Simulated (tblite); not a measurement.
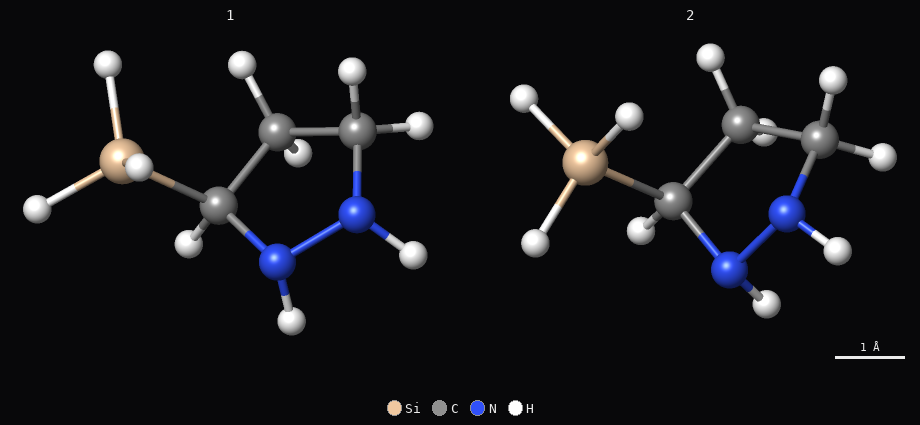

Two geometries of C$_{3}$H$_{10}$N$_{2}$Si, drawn at one scale. One is the start of a relaxation, the other its converged end. The picture is a ball-and-stick view, seen at a tilt.

Level of theory: GFN2-xTB geometry optimisation, gas phase (tblite 0.8.0). 

Question: Which one is relaxed?

Answer: Structure 2 is the relaxed one. After 125 geometry steps the energy has fallen by 0.552 eV. The atom that moves furthest after the best rigid fit is an H atom (1.15 Å). By element the largest moves are H 1.15 Å, N 0.46 Å, C 0.24 Å, Si 0.08 Å. Some distances before and after: C–Si 1.858 → 1.912 Å, C–C 1.500 → 1.546 Å, N–N 1.391 → 1.421 Å, H–N 1.045 → 1.015 Å. Bond angles that change, for instance: C–N–N 109.4° → 100.7°, C–C–N 108.1° → 103.3°, H–Si–H 105.7° → 110.6°. Groups turn about C–Si by about 50°, N–N by about 40°, C–N by about 40°. Cost: 0.71 s on 1 thread of Arm Neoverse V1, with other jobs on the host.
